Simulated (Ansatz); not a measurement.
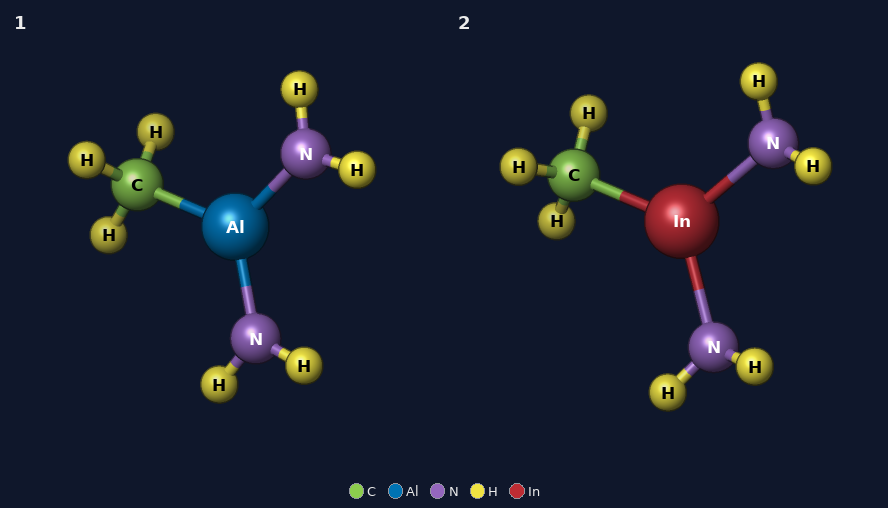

2 molecules with one skeleton, seen from the same side and at one scale. Each species is neutral and a spin singlet. Computed geometries: PBE0-D4/def2-TZVP optimisations, one conformation each. Properties computed with Ansatz 0.2.0. Elements past Kr carry core potentials.

One atom differs, called X below: Al in panel 1, In in panel 2. Their formulas are CH7AlN2 (`[CH3][Al]([NH2])[NH2]`), CH7InN2 (`[CH3][In]([NH2])[NH2]`).

In which is the length of X–C larger (PBE0-D4/def2-TZVP)?

Answer. In panel 2 (X = In).

In which is the mean length of X–N larger (PBE0-D4/def2-TZVP)?

Answer. In panel 2 (X = In).

Give the values. With PBE0-D4/def2-TZVP: length of X–C (Å), mean length of X–N (Å), angle N–X–N (°), harmonic zero-point energy (kJ/mol). With ωB97M-V/def2-TZVPP: dipole moment (D), HOMO energy (Kohn–Sham orbital) (eV), HOMO–LUMO gap (eV).

| quantity | 1 (Al) | 2 (In) | 2 − 1 |
| --- | --- | --- | --- |
| length of X–C (Å) | 1.949 | 2.139 | +0.190 |
| mean length of X–N (Å) | 1.773 | 2.025 | +0.252 |
| angle N–X–N (°) | 118.4 | 112.3 | −6.1 |
| dipole moment (D) | 0.60 | 1.70 | +1.10 |
| HOMO energy (Kohn–Sham orbital) (eV) | −9.14 | −8.83 | +0.31 |
| HOMO–LUMO gap (eV) | 10.86 | 9.90 | −0.96 |
| harmonic zero-point energy (kJ/mol) | 227.2 | 223.2 | −4.0 |
